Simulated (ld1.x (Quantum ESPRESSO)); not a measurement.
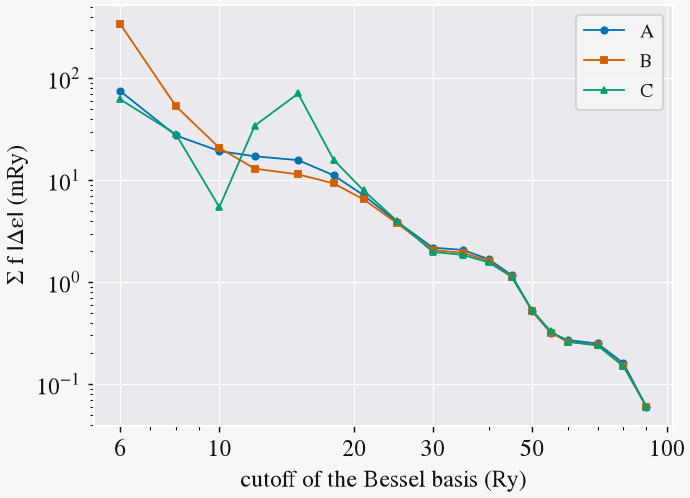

The occupation-weighted error of the valence levels in a spherical-Bessel basis for 3 variants of one potential.

Base settings:

Input of ld1.x (Quantum ESPRESSO) 7.5:

```
 &input
   title='Sn', zed=50., rel=2, dft='PBE', iswitch=3,
   config='[Kr] 4d10 5s1 5p3 5d-2', rel_dist='average',
   nld=5, rlderiv=2.90, eminld=-3.0, emaxld=5.0, deld=0.02
 /
 &inputp
   pseudotype=2, tm=.true., lloc=2,
   nlcc=.true.,
   file_pseudopw='Sn.UPF', file_wfcaegen='ae.wfc', file_wfcncgen='nc.wfc', file_beta='beta', file_chi='chi'
 /
3
5S  1  0   1.00   0.00  1.70  1.70  0.0
5P  2  1   3.00   0.00  2.65  2.65  0.0
5D  3  2  -2.00   0.05  2.60  2.60  0.0
 &test
   configts(1)='5s1 5p3'
 /
```

Launched with:
```bash
ld1.x < Sn.in > Sn.out
```

Functional and relativity: PBE, fully relativistic.

Q: Match the curves to these variants:
1. base
2. local potential all-electron potential smoothed inside 1.70 bohr (lloc = -1)
3. waves 5d channel at 0.94 Ry: rc 2.60 bohr

A: A = 3, B = 1, C = 2.

Of the 3 potentials behind this page, the base run counted, 3 are unsound (ghost states, missed reference levels or an overlap that isn't positive definite).
